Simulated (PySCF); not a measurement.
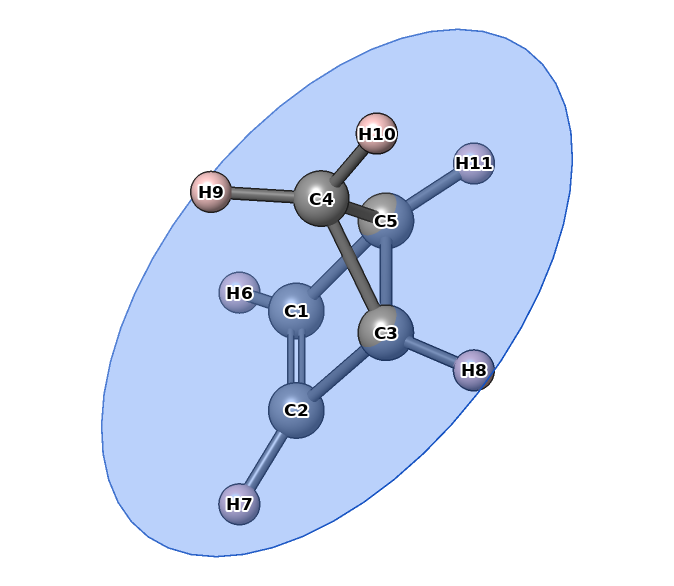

A disc through the centre of mass is drawn in. Depth is shown by fading: the farther an atom, the more it takes the colour of the background. The geometry was computed by an optimisation with PBE0-D3(BJ)/def2-SVP. No frequency run is at hand to confirm it as a minimum.

Is the plane of the disc a mirror plane of the structure?

No. The point group is Cs, with 1 mirror plane, and this plane isn't one of its mirror planes.
